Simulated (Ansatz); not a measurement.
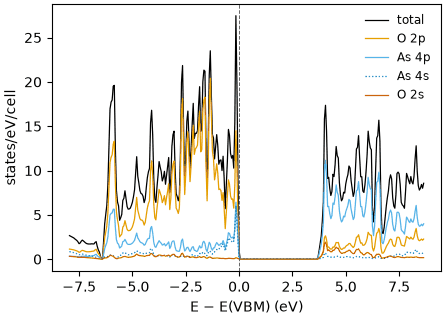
Figure: Total and projected density of states of As2O3 in space group P2_1/c (No. 14; Pearson symbol mP20), DFT-LDA in the program Ansatz with PAW potentials

Question: Which orbitals carry the states next to the gap?

Answer: Top 1 eV of the valence band: O 2p 60 %, As 4p 21 %, As 4s 17 %. Bottom 1 eV of the conduction band: As 4p 65 %, O 2p 15 %, O 2s 11 %, outside the projected shells 6 %. Projections are on Löwdin-orthogonalised atomic valence shells; empty p or d shells of many metals are not among them.

The workflow started from a Materials Project entry (that database holds measured and hypothetical structures alike); the Crystallography Open Database files this formula in space group No. 14, but the cells were not matched. Its standing as an ambient phase is unchecked. The cell was relaxed with LDA under the symmetry of its start; phonons on a q-mesh show no instability. The volume lies over 15 % below that of the usual cell of this phase: another minimum, or an error of the functional. A crystal of weakly bound layers computed without a dispersion correction: the cell and the soft elastic constants depend strongly on that. Scalar-relativistic: spin–orbit coupling is off unless named, which matters more the heavier the elements.

Potentials: the later of the program's two PAW sets.
